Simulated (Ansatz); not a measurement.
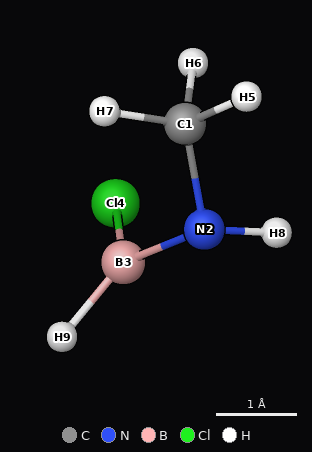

Starting structure of CH₅BClN (coarse preliminary run). A ball-and-stick model, seen from a free direction.

The start comes from a force field.

Method: RKS PBE-D4/def2-SVP in Ansatz.

Input
```yaml
crystal:
  periodic: [false, false, false]
  atoms:
    - {symbol: C, position_ang: [0.396900, 0.481100, -0.913700]}
    - {symbol: N, position_ang: [0.217500, -0.745700, -0.210400]}
    - {symbol: B, position_ang: [-0.145100, -0.489600, 1.247700]}
    - {symbol: Cl, position_ang: [-1.658000, 0.261500, 1.745600]}
    - {symbol: H, position_ang: [0.612700, 0.313900, -2.002400]}
    - {symbol: H, position_ang: [-0.608100, 1.111600, -0.911500]}
    - {symbol: H, position_ang: [1.190800, 1.145400, -0.483900]}
    - {symbol: H, position_ang: [-0.540900, -1.255100, -0.631300]}
    - {symbol: H, position_ang: [0.622700, -0.869500, 2.142700]}
basis:
  gaussian: {orbitals: def2-SVP}
hamiltonian: {xc: pbe, dispersion: d4}
relax: {f_tol: 0.03, max_steps: 200}
```

> What does the optimiser find from here?

Over 11 accepted moves (12 points after the start) the energy falls by 1.465 eV. The largest force component goes from 2.9 to 0.0039 eV/Å. The line search rejected the trial step at point 11 of the run. Cl4 moves most after the best rigid fit: 1.68 Å. By element the largest moves are Cl 1.68 Å, H 0.97 Å, N 0.81 Å, B 0.13 Å, C 0.12 Å. Near-neighbour distances that change, for instance: N2–B3 1.524 → 1.396 Å, C1–H6 1.186 → 1.112 Å, B3–H9 1.239 → 1.214 Å, C1–N2 1.425 → 1.451 Å. Bond angles that change, for instance: C1–N2–B3 110.9° → 126.5°, B3–N2–H8 107.8° → 118.6°, C1–N2–H8 108.9° → 114.9°. The run took about 40 core-seconds on a shared host.

Step by step:

```csv
step,"E − E(0), eV","largest force component, eV/Å",note
0,0.0000,2.8770,
1,-0.2055,1.3310,
2,-0.3254,0.6852,
3,-0.4637,0.9646,
4,-0.6525,0.9063,
5,-0.8604,0.8685,
6,-1.0708,0.6974,
7,-1.2464,0.6130,
8,-1.3750,0.3816,
9,-1.4460,0.2346,
10,-1.4644,0.0717,
11,-1.4637,0.0930,rejected
12,-1.4652,0.0039,
```

The structure at the end:

```xyz
9

C     0.4912    0.4866   -0.9883
N    -0.4019   -0.2393   -0.1051
B    -0.2475   -0.4147    1.2712
Cl   -1.4640   -1.3458    2.1812
H     0.9166   -0.1694   -1.7789
H    -0.0230    1.3333   -1.4931
H     1.3326    0.9011   -0.4014
H    -1.2183   -0.6551   -0.5633
H     0.7028    0.0569    1.8604
```

After the run, drawn alike:

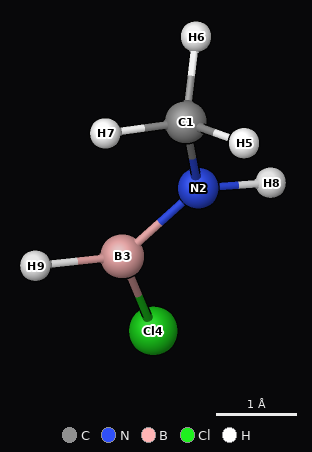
